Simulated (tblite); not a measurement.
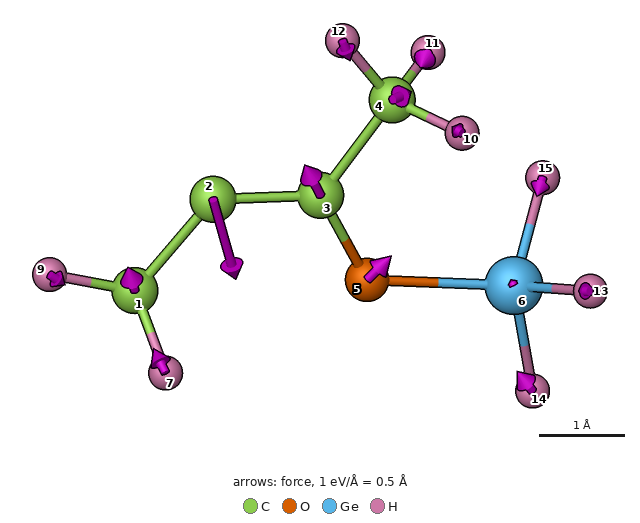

Starting geometry of C4H9GeO (multiplicity 2) with the computed forces as purple arrows. The picture is a ball-and-stick view, seen at a tilt.

The calculation used tblite 0.8.0, GFN2-xTB geometry optimisation, gas phase. 

Is this structure relaxed? If not, where do the atoms go?

It isn't relaxed: the largest force vector, on a C atom, is 2.51 eV/Å. The final displacements follow the starting forces only in part (cosine between the two patterns 0.38). The largest moves after the best rigid fit, 0.26 Å, are those of C and H atoms. Largest moves by element: C 0.26 Å, H 0.26 Å, O 0.23 Å, Ge 0.16 Å. Near-neighbour distances that change, for instance: Ge–O 1.821 → 1.741 Å, Ge–H 1.549 → 1.489 Å, C–C 1.505 → 1.455 Å, Ge–H 1.555 → 1.505 Å. Among the angles between lasting bonds that change: C–C–C 122.8° → 143.5°, O–Ge–H 109.1° → 100.0°, C–O–Ge 124.4° → 131.9°. The energy falls by 0.399 eV in 58 geometry steps.
